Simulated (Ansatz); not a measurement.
GaH4ClO2: geometry relaxation

The run: geometry relaxation of GaH4ClO2. Method and program: RKS PBE0-D4/def2-SVP (Ansatz 0.2.0).

The input holds or restrains some coordinates. Forces given for the steps count only the free coordinates. It belongs to a series of runs on one base structure; here: pulled along the bonds that form and break, towards end A.

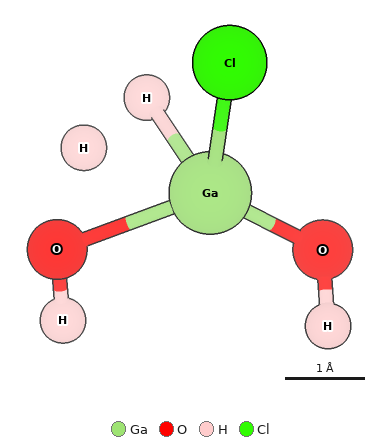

Fig. 1: The structure as given in the input (ball-and-stick view, seen at a tilt). Sticks mark near contacts.

**The input**
```yaml
crystal:
  periodic: [false, false, false]
  atoms:
    - { symbol: Ga, position_ang: [0.0, 0.0, 0.0] }
    - { symbol: O, position_ang: [0.0, 0.0, 2.14] }
    - { symbol: H, position_ang: [-0.9095, -0.2814, 2.4771] }
    - { symbol: Cl, position_ang: [1.9398, 0.0, -1.12] }
    - { symbol: O, position_ang: [-1.5501, 0.0, -0.895] }
    - { symbol: H, position_ang: [-2.0598, -0.8467, -0.6865] }
    - { symbol: H, position_ang: [0.3988, 1.7292, 0.5897] }
    - { symbol: H, position_ang: [0.3085, 1.3378, 1.5381] }
basis:
  gaussian: { orbitals: def2-SVP }
hamiltonian:
  xc: pbe0
  dispersion: d4
relax:
  f_tol: 0.15
  max_steps: 25
  restrain:
    - { distance: [0, 6], at: 2.77, k: 30.0 }
    - { distance: [7, 1], at: 2.21, k: 30.0 }
    - { distance: [0, 1], at: 1.79, k: 30.0 }
    - { distance: [7, 6], at: 0.66, k: 30.0 }
output:
  orbitals: {}
```

Launch command:
```bash
ansatz run input.yaml --threads 2 --pin off --max-ram 3072MiB --backend cpu --events-out ev --progress --plain --runs-dir out
```

**Log**
```
The last accepted step is kept in [file] (removed where the run ends without a failure and the disk answers)
Engine: ansatz 0.2.0, x86_64-unknown-linux-gnu
Functional definition: PBE0
  parameter a = 0.25
  parameter kappa = 0.804
  parameter beta = 0.06672455060314922
  exchange = (1 - a)*pbe_x(kappa = kappa, mu = beta*pi^2/3) + a*exact_x
  correlation = pbe_c(beta = beta)
1001 factors; integrals over basis functions are off by at most 3.3e-4 eV
mean field evaluation 1: about -69022.2892 eV, gradient 7.0e1 eV
mean field evaluation 2: about -68992.3383 eV, gradient 1.4e2 eV
mean field evaluation 4: about -69030.9090 eV, gradient 9.3e0 eV
mean field evaluation 8: about -69031.0807 eV, gradient 1.9e-1 eV
mean field evaluation 16: about -69031.0808 eV, gradient 1.6e-5 eV
mean field -69031.08075559 eV, -2536.8454268207 hartree, gradient 1.6e-5 eV, S^2 0.000000; 0 other end points of the search recorded, 0 dependent functions left out
the calculation of the forces begins
reference -69031.08078383 eV, -2536.8454278586 hartree; 34, 34 occupied and 64, 64 virtual orbitals, 1001 factors
relax step   1: F+E_penalty+E_count = -69031.22184139 eV  Δ(F+E_penalty+E_count) = +0.000e0 eV  max|allowed force component| = 2.082e0 eV/Å  E_restraint = 23.62202312 eV  max|allowed force component, restraints' pulls added| = 2.383e1 eV/Å  Δτ_max = 0.0000 Å  (26 SCF iters, accepted)
  distance Ga 0 - H 6 = 1.8700 Å
  distance H 7 - O 1 = 1.4991 Å
  distance Ga 0 - O 1 = 2.1400 Å
  distance H 7 - H 6 = 1.0300 Å
these checks for a lower state are left out or cut short: starts, cluster_reference, orbital_swaps, neighbouring_geometries, increment
1001 factors; integrals over basis functions are off by at most 3.1e-4 eV
mean field -69031.65394108 eV, -2536.8664909992 hartree, gradient 7.2e-5 eV, S^2 0.000000; 0 other end points of the search recorded, 0 dependent functions left out
[... from here on the field's lines of each further geometry are left out, up to the last ...]
relax step   2: F+E_penalty+E_count = -69031.78696876 eV  Δ(F+E_penalty+E_count) = -5.651e-1 eV  max|allowed force component| = 2.226e0 eV/Å  E_restraint = 9.72828461 eV  max|allowed force component, restraints' pulls added| = 1.575e1 eV/Å  Δτ_max = 0.1949 Å  (31 SCF iters, accepted)
relax step   3: F+E_penalty+E_count = -69032.14820080 eV  Δ(F+E_penalty+E_count) = -3.612e-1 eV  max|allowed force component| = 2.015e0 eV/Å  E_restraint = 1.81630298 eV  max|allowed force component, restraints' pulls added| = 8.649e0 eV/Å  Δτ_max = 0.1946 Å  (31 SCF iters, accepted)
relax step   4: F+E_penalty+E_count = -69032.59900505 eV  Δ(F+E_penalty+E_count) = -4.508e-1 eV  max|allowed force component| = 1.680e0 eV/Å  E_restraint = 0.06888308 eV  max|allowed force component, restraints' pulls added| = 1.816e0 eV/Å  Δτ_max = 0.1945 Å  (29 SCF iters, accepted)
relax step   5: F+E_penalty+E_count = -69032.77172659 eV  Δ(F+E_penalty+E_count) = -1.727e-1 eV  max|allowed force component| = 1.550e0 eV/Å  E_restraint = 0.05820980 eV  max|allowed force component, restraints' pulls added| = 6.782e-1 eV/Å  Δτ_max = 0.1986 Å  (29 SCF iters, accepted)
relax step   6: F+E_penalty+E_count = -69032.82662324 eV  Δ(F+E_penalty+E_count) = -5.490e-2 eV  max|allowed force component| = 1.055e0 eV/Å  E_restraint = 0.07891515 eV  max|allowed force component, restraints' pulls added| = 7.351e-1 eV/Å  Δτ_max = 0.0840 Å  (26 SCF iters, accepted)
relax step   7: F+E_penalty+E_count = -69032.84512839 eV  Δ(F+E_penalty+E_count) = -1.851e-2 eV  max|allowed force component| = 1.497e0 eV/Å  E_restraint = 0.05506280 eV  max|allowed force component, restraints' pulls added| = 1.670e-1 eV/Å  Δτ_max = 0.2000 Å  (28 SCF iters, accepted)
relax step   8: F+E_penalty+E_count = -69032.86327486 eV  Δ(F+E_penalty+E_count) = -1.815e-2 eV  max|allowed force component| = 1.391e0 eV/Å  E_restraint = 0.05802421 eV  max|allowed force component, restraints' pulls added| = 1.530e-1 eV/Å  Δτ_max = 0.1998 Å  (28 SCF iters, accepted)
the calculation of the forces begins
reference -69032.73072492 eV, -2536.9060620754 hartree; 34, 34 occupied and 64, 64 virtual orbitals, 1001 factors
relax step   9: F+E_penalty+E_count = -69032.86477160 eV  Δ(F+E_penalty+E_count) = -1.497e-3 eV  max|allowed force component| = 1.387e0 eV/Å  E_restraint = 0.05689525 eV  max|allowed force component, restraints' pulls added| = 4.070e-2 eV/Å  Δτ_max = 0.0684 Å  (27 SCF iters, accepted)
```

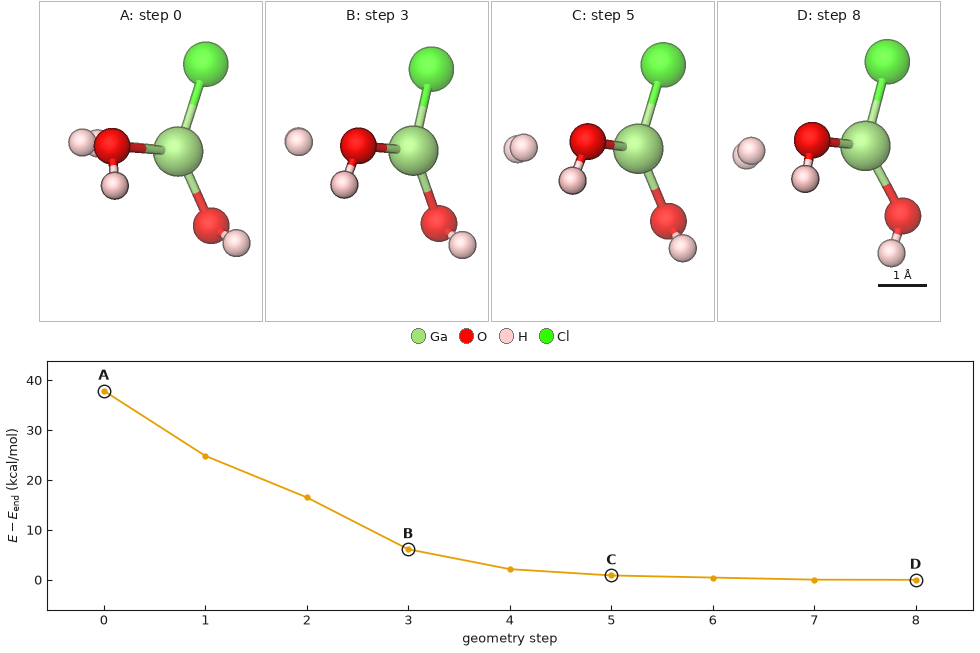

Fig. 2: Frames of the restrained relaxation (ball-and-stick view, seen at a tilt) above the curves, on which the letters mark them (the first geometry is step 0 here and step 1 in the log).

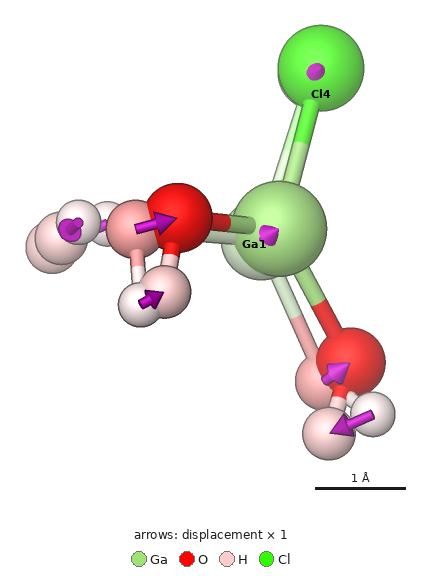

Fig. 3: Start (faint) and end (solid) with the displacements as pink arrows, at true length (ball-and-stick view, seen at a tilt). The two geometries are laid on each other by the best rigid fit. The largest move after the best rigid fit is that of H7, 0.68 Å. Largest moves by element: H 0.68 Å, O 0.49 Å, Ga 0.34 Å, Cl 0.32 Å. Distances before and after: Ga1–H7 1.870 → 2.771 Å, Ga1–O2 2.140 → 1.785 Å, H7–H8 1.030 → 0.721 Å, Ga1–Cl4 2.240 → 2.122 Å. New bonds form: H7–H8 (1.03 → 0.72 Å). Among the angles that change: Ga1–O5–H6 109.5° → 115.2°, O2–Ga1–O5 120.0° → 125.0°, O2–Ga1–Cl4 120.0° → 117.4°. Over 8 geometry steps the energy falls by 37.9 kcal/mol. Largest force component: 2.1 eV/Å at the start, 1.4 eV/Å at the end. (Atoms are counted from 1 in the order of the input.)

```
  distance Ga 0 - H 6 = 2.7705 Å
  distance H 7 - O 1 = 2.2176 Å
  distance Ga 0 - O 1 = 1.7851 Å
  distance H 7 - H 6 = 0.7209 Å
1001 factors; integrals over basis functions are off by at most 7.1e-4 eV
mean field -69032.73069752 eV, -2536.9060610683 hartree, gradient 1.6e-5 eV, S^2 0.000000; 1 other end points of the search recorded, 0 dependent functions left out
the calculation of the forces begins
reference -69032.73072492 eV, -2536.9060620754 hartree; 34, 34 occupied and 64, 64 virtual orbitals, 1001 factors
Total energy: -69032.86479900 eV, -2536.9109892069 hartree
Atom 0 at     0.060340    -0.325716     0.058676 Å, force     0.041494    -0.007401     0.128441 eV/Å
Atom 1 at     0.082732    -0.386911     1.842565 Å, force    -0.004803    -0.198786    -0.098045 eV/Å
Atom 2 at    -0.784803    -0.449792     2.255060 Å, force    -0.014746    -0.013671     0.014496 eV/Å
Atom 3 at     1.932370    -0.293300    -0.939144 Å, force    -0.021495    -0.013712     0.005224 eV/Å
Atom 4 at    -1.403223    -0.341272    -0.939411 Å, force    -0.003329     0.014850    -0.005317 eV/Å
Atom 5 at    -2.232597    -0.348675    -0.451198 Å, force    -0.006584    -0.011013    -0.000658 eV/Å
Atom 6 at     0.242920     2.315880     0.873838 Å, force     0.037379     1.387441    -1.184361 eV/Å
Atom 7 at     0.229961     1.768685     1.343013 Å, force    -0.027916    -1.157708     1.140219 eV/Å
Dipole moment:    -0.649249     0.015069     0.362650 e Å
```

**Trajectory as extended XYZ (Å, eV, eV/Å), 9 frames, from step=1 to step=9**
```
8
Properties=species:S:1:pos:R:3:forces:R:3 step=1 energy=-69031.22184
Ga    0.0000    0.0000    0.0000    1.3281   1.1397   1.5209
O     0.0000    0.0000    2.1400   -1.4359  -0.7496  -1.8241
H    -0.9095   -0.2814    2.4771    1.6840   0.7288  -0.4980
Cl    1.9398    0.0000   -1.1200   -1.0946  -0.4412   0.6556
O    -1.5501    0.0000   -0.8950   -0.7354  -2.0825   0.8467
H    -2.0598   -0.8467   -0.6865    0.8370   1.7437  -0.5341
H     0.3988    1.7292    0.5897   -0.1016  -0.1723   1.6231
H     0.3085    1.3378    1.5381   -0.4816  -0.1666  -1.7901
8
Properties=species:S:1:pos:R:3:forces:R:3 step=2 energy=-69031.78697
Ga   -0.0198   -0.1521    0.0353    1.2939   1.0582   2.0377
O    -0.0229   -0.1150    2.0862   -0.6715  -0.9021  -2.2257
H    -0.9104   -0.2809    2.4783    0.7360   0.0408  -0.5265
Cl    1.9248   -0.0069   -1.1107   -1.4266  -0.3739   0.9256
O    -1.5503   -0.0148   -0.8860   -0.1541  -1.3604   0.5841
H    -2.0607   -0.8384   -0.6919    0.2258   0.9898  -0.3620
H     0.4331    1.8811    0.7068   -0.0197  -0.1247   0.7587
H     0.3340    1.4659    1.4254    0.0160   0.6723  -1.1918
8
Properties=species:S:1:pos:R:3:forces:R:3 step=3 energy=-69032.14820
Ga   -0.0388   -0.3119    0.0937    1.0720   1.4014   1.1426
O    -0.0479   -0.2583    2.0068   -0.1681  -0.7126  -1.7592
H    -0.9105   -0.2912    2.4642    0.4154  -0.0665  -0.6349
Cl    1.8905   -0.0142   -1.0865   -1.5307  -0.5133   1.1025
O    -1.5394   -0.0318   -0.8749    0.4980  -0.9288   0.6113
H    -2.0663   -0.8284   -0.6970   -0.3303   0.3526  -0.2770
H     0.4633    2.0293    0.7735    0.3631   1.5251  -2.0145
H     0.3769    1.6454    1.3636   -0.3193  -1.0581   1.8293
8
Properties=species:S:1:pos:R:3:forces:R:3 step=4 energy=-69032.59900
Ga   -0.0412   -0.3656    0.1235    0.5973   1.1024  -0.5580
O    -0.0335   -0.3654    1.9045   -0.3966  -0.4423   0.3198
H    -0.8851   -0.2964    2.3798    0.5766  -0.0890  -0.5735
Cl    1.8162   -0.0736   -1.0111   -0.7538  -0.3830   0.6329
O    -1.5177   -0.0823   -0.8618    0.2676  -0.7103   0.4149
H    -2.0997   -0.8361   -0.6918   -0.3003   0.2337  -0.1967
H     0.5005    2.2096    0.8363    0.3674   1.5458  -1.6801
H     0.3881    1.7487    1.3640   -0.3582  -1.2572   1.6407
8
Properties=species:S:1:pos:R:3:forces:R:3 step=5 energy=-69032.77173
Ga   -0.0122   -0.2610    0.0792    0.4579   0.0929  -0.2952
O     0.0337   -0.4154    1.8561   -0.2020  -0.1822   0.0382
H    -0.8037   -0.2710    2.3223    0.2240  -0.0777  -0.2543
Cl    1.8691   -0.2646   -0.9978   -0.5702  -0.0097   0.3960
O    -1.5031   -0.1141   -0.8928   -0.0224  -0.4073   0.2652
H    -2.1509   -0.7880   -0.6317    0.0827   0.3291  -0.1189
H     0.4471    2.3082    0.9562    0.4785   1.5505  -1.1525
H     0.2477    1.7447    1.3519   -0.4486  -1.2955   1.1214
8
Properties=species:S:1:pos:R:3:forces:R:3 step=6 energy=-69032.82662
Ga    0.0088   -0.2894    0.0621    0.1439   0.1605  -0.1402
O     0.0467   -0.4084    1.8394   -0.1714  -0.2275   0.0960
H    -0.7989   -0.2743    2.2909    0.1907  -0.0651  -0.1979
Cl    1.8731   -0.2934   -0.9877   -0.2180  -0.0170   0.1786
O    -1.4773   -0.1331   -0.9116   -0.2248  -0.5226   0.3185
H    -2.1729   -0.7357   -0.5920    0.2537   0.4304  -0.2009
H     0.3649    2.3184    0.9418    0.1300   1.0554  -0.8511
H     0.2833    1.7548    1.4005   -0.1040  -0.8141   0.7972
8
Properties=species:S:1:pos:R:3:forces:R:3 step=7 energy=-69032.84513
Ga    0.0366   -0.2680    0.0321   -0.0601  -0.1439   0.1375
O     0.0635   -0.4036    1.8122   -0.0075  -0.1731  -0.1007
H    -0.8053   -0.3526    2.2227   -0.0448  -0.0113   0.0472
Cl    1.9258   -0.3045   -0.9286   -0.0162   0.0495  -0.0587
O    -1.4550   -0.2407   -0.9340   -0.0523  -0.0997   0.1095
H    -2.2310   -0.5868   -0.4717    0.1670   0.1436  -0.0951
H     0.3099    2.3346    0.9389    0.0700   1.4967  -1.1399
H     0.2832    1.7604    1.3719   -0.0561  -1.2619   1.1002
8
Properties=species:S:1:pos:R:3:forces:R:3 step=8 energy=-69032.86327
Ga    0.0687   -0.3184    0.0581    0.0659  -0.0238   0.0533
O     0.0993   -0.3931    1.8419   -0.0492  -0.2104  -0.1169
H    -0.7717   -0.4231    2.2522    0.0103  -0.0059   0.0189
Cl    1.9308   -0.3575   -0.9628   -0.0346   0.0164   0.0414
O    -1.3941   -0.2743   -0.9451   -0.1002  -0.0475   0.1530
H    -2.2152   -0.3888   -0.4503    0.0873   0.0420  -0.1005
H     0.2187    2.3229    0.8929    0.0594   1.3911  -1.1640
H     0.1912    1.7713    1.3565   -0.0389  -1.1619   1.1147
8
Properties=species:S:1:pos:R:3:forces:R:3 step=9 energy=-69032.86477
Ga    0.0603   -0.3257    0.0587    0.0415  -0.0074   0.1284
O     0.0827   -0.3869    1.8426   -0.0048  -0.1988  -0.0980
H    -0.7848   -0.4498    2.2551   -0.0147  -0.0137   0.0145
Cl    1.9324   -0.2933   -0.9391   -0.0215  -0.0137   0.0052
O    -1.4032   -0.3413   -0.9394   -0.0033   0.0149  -0.0053
H    -2.2326   -0.3487   -0.4512   -0.0066  -0.0110  -0.0007
H     0.2429    2.3159    0.8738    0.0374   1.3874  -1.1844
H     0.2300    1.7687    1.3430   -0.0279  -1.1577   1.1402
```

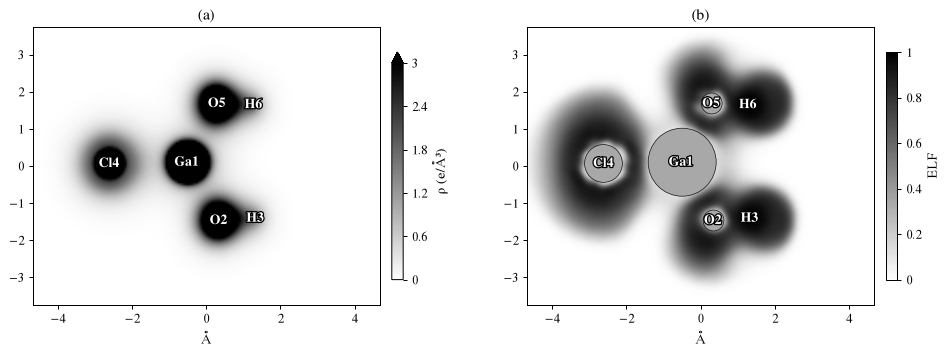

Fig. 4: (a) total electron density; (b) electron localisation function on the plane of atoms Ga1, O5 and H6. Grey discs, where drawn, cover atomic cores. The section cuts through Ga, O, H and Cl sites. Ga–O (1.77 Å): ρ is about 0.9 e/Å³ halfway; the ELF peaks at about 0.85 in the valence shell of O, 0.6 Å from its nucleus, and is about 0.25 at the midpoint. Ga–Cl (2.12 Å): ρ at the midpoint is about 0.72 e/Å³; the ELF peaks at about 0.80 in the valence shell of Cl, 0.8 Å from its nucleus, and is about 0.55 at the midpoint.

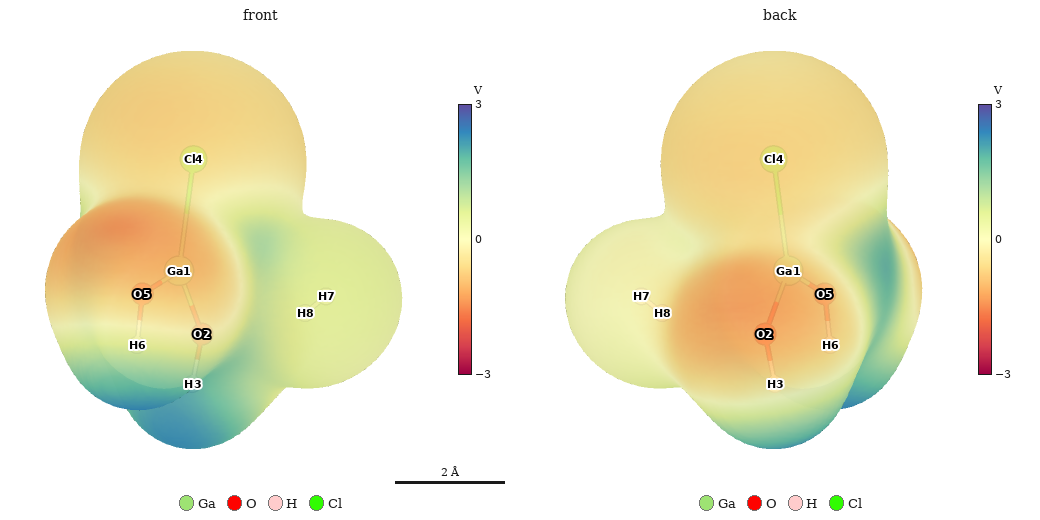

Fig. 5: The electrostatic potential painted on the density surface at 0.001 e/bohr³, seen at a tilt and from behind; the colour scale runs from red (negative) to blue (positive).

**Key numbers**

| quantity | value |
| --- | --- |
| outcome | converged under the restraints of the input |
| total energy | −69032.8648 eV |
| mean-field energy | −69032.7307 eV |
| largest force (length of the vector) at the end, held atoms and coordinates included | 1.825 eV/Å |
| hardware | 2 threads of Intel Xeon (Granite Rapids), 32 GiB of memory available, shared host |
| wall time | 17 s (CPU time 32 s) |
| peak memory | 0.23 GiB |
